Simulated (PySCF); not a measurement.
Molecule: SMILES c1ccc2c(c1)CCCC2. Atoms near the plane z = 0.0 Å, at the GFN2-xTB optimised geometry (x, y, z in Å): C5 (-0.6, 0.9, 1.1), C7 (-1.3, 0.1, 0.0), C8 (-0.8, -1.4, 0.0), C9 (0.8, -1.4, 0.0), H14 (-2.1, 2.4, 1.0), H15 (-2.3, 0.1, 0.1), H16 (-1.1, 0.5, -1.0), H17 (-1.1, -1.9, -0.9), H18 (-1.1, -1.9, 0.9), H19 (1.1, -0.8, -0.8), H20 (1.1, -2.4, -0.1).

Level of theory: PySCF 2.14.0 with B3LYP/def2-SVP. Cells within 0.4 Å of a nucleus heavier than hydrogen are left out (blank, or x). The values are rescaled to run from 0 to 1.

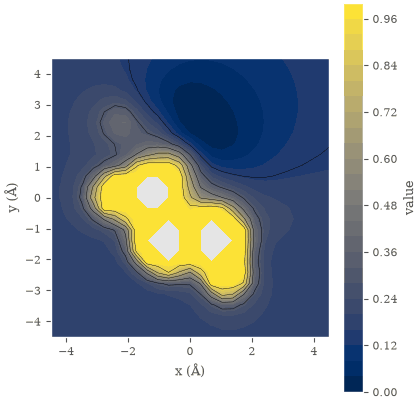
Fig. 1. a field on the plane z = 0.0 Å.

Task: Which quantity is mapped?
(A) electron localisation function
(B) deformation density (molecule minus spherical neutral atoms)
(C) electrostatic potential
(D) an orbital amplitude

Result: C, electrostatic potential. In full: electrostatic potential (hartree/e), clipped to [-0.08, 0.12].
